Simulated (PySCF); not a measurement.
# BCl3, SMILES `ClB(Cl)Cl`: electronic structure

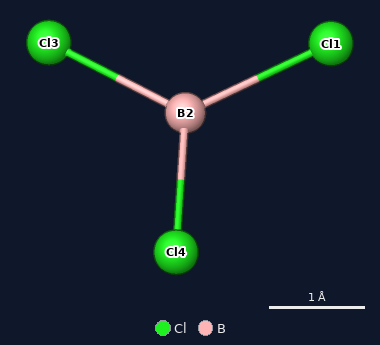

The molecule, with its atoms numbered as below. No frequency check shows the geometry to be a minimum.

Geometry (Å), atoms numbered from 1:

```
Cl1     -1.7201   -0.1071    0.0000
B2       0.0001    0.0000    0.0000
Cl3      0.9528   -1.4361    0.0000
Cl4      0.7673    1.5432    0.0000
```

## 1. Bonding charge

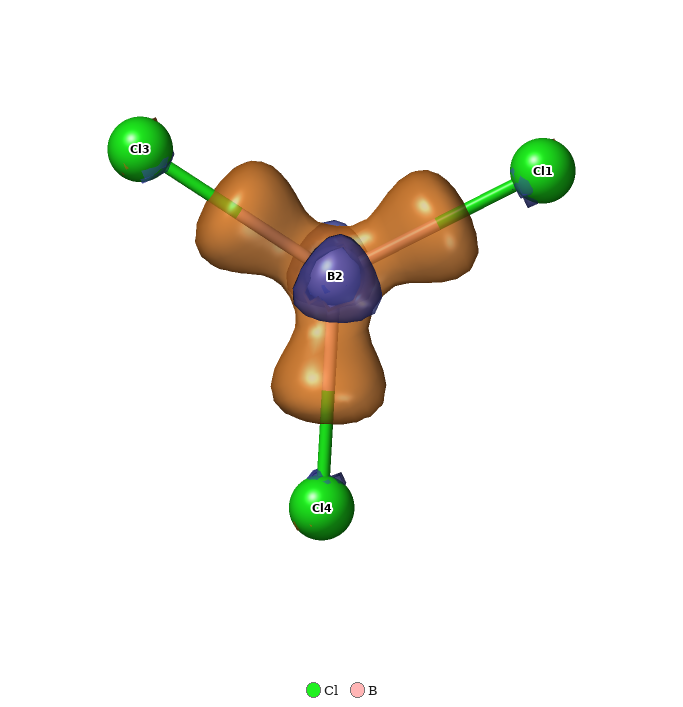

Deformation density (molecule less spherical, spin-averaged free atoms at the same positions), surfaces at ±0.14 e/Å³; orange: gain, blue: loss.

Level of theory: ωB97X/def2-TZVP (PySCF), at a geometry from GFN2-xTB.

> Describe the bonding that the map shows.

B2–Cl4, B2–Cl3 and Cl1–B2: +0.29 e/Å³ at the bond critical point (bond length 1.72 Å, Mayer order 1.3). In all, 0.8 electrons gather in the regions of gain relative to the promolecule.

## 2. Bond critical points

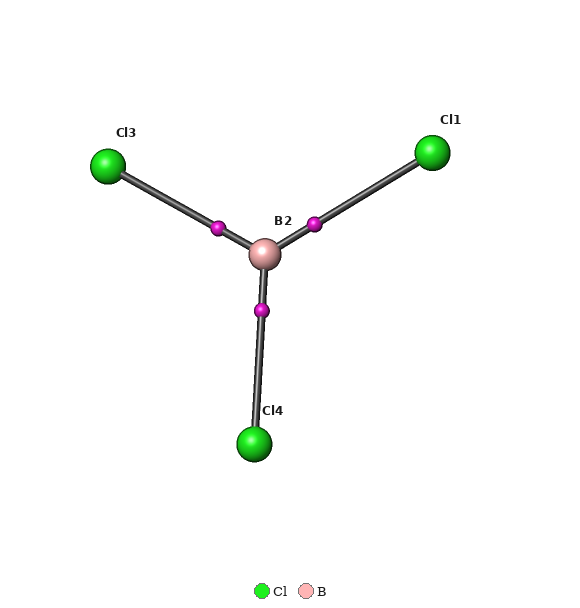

Molecular graph of the electron density (QTAIM): bond paths, bond critical points (magenta), ring points (cyan, if any); weak paths are dashed.

> How many critical points of each kind are there, and does the count close?

4 nuclei, 3 bond, 0 ring and 0 cage critical points: 4 − 3 + 0 − 0 = 1, as the Poincaré–Hopf relation requires.

> Tabulate density, Laplacian, ellipticity and energy density at the bond critical points (atomic units).

```csv
bond,length (Å),ρ (a.u.),∇²ρ (a.u.),ε,H (a.u.)
B2–Cl4 (3 alike),1.723,0.164,−0.02,0.09,−0.168
```

> What kind of interaction is B2–Cl4?

Shared-shell (covalent): ρ = 0.164, ∇²ρ = −0.02, H = −0.168 a.u.

## 3. Electrostatic potential

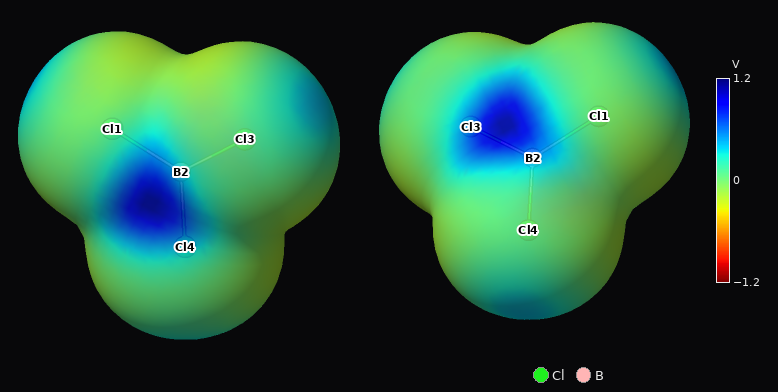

Electrostatic potential on the surface of electron density 0.001 a.u. (back view left, front view right).

> Where are the extremes of the potential on the surface?

Highest: 1.10 V, off the molecular plane, over B2 (1.9 Å), and at like points elsewhere. Further maxima include 0.45 V, 2.0 Å from Cl3, and at like points elsewhere. Lowest: −0.20 V, 2.1 Å from Cl1, and at like points elsewhere. The surface is sampled at points, so like sites can differ by a few per cent and only the strongest of them is named.

> Does Cl3 carry a σ-hole?

Yes: a local maximum of +0.45 V lies on the extension of the B2–Cl3 bond.

## 4. In an electric field

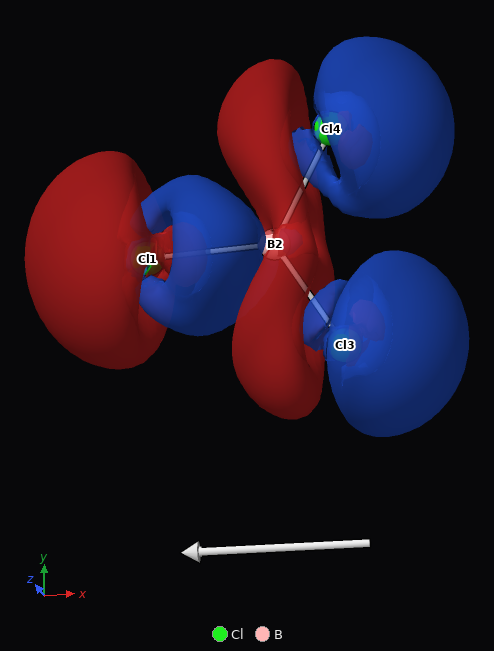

Change of the electron density in a uniform field of 0.21 V/Å along −x (arrow), surfaces at ±0.001 e/Å³ (blue: gain, red: loss).

Method: ωB97X/def2-TZVP; geometry: GFN2-xTB; program: PySCF. A basis without diffuse functions makes polarisabilities too small.

The field was applied in both directions; the picture shows the one opposite to the script's first.

> How large is the response?

The induced dipole is 0.55 D (along the field); α along this axis, from the fields in both directions, is 54 bohr³ (8.0 Å³).

## 5. Removing or adding an electron

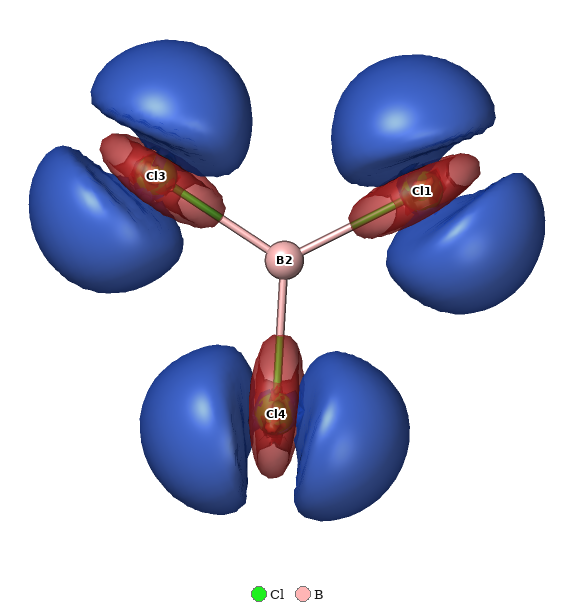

Fukui function f⁻ = ρ(N) − ρ(N−1) at fixed geometry, surfaces at ±0.015 e/Å³ (blue positive, red negative).

Method: ωB97X/def2-TZVP; geometry: GFN2-xTB; program: PySCF.

> On which atoms does the density change most on removal of an electron?

f⁻ (Hirshfeld-condensed) is largest on Cl1, Cl3 and Cl4 (0.31 each); the vertical ionisation energy is 11.74 eV (the stability of the cation's solution wasn't checked). Condensed values hint at sites of electrophilic attack but needn't mark the atom that reacts. Orbital relaxation makes it negative in places (0.10 e in all).

The PySCF runs shown took 11 s, 24 s and 27 s on 1 thread of Intel(R) Xeon(R) Platinum 8259CL CPU @ 2.50GHz (Skylake/Cascade Lake), on a shared host.
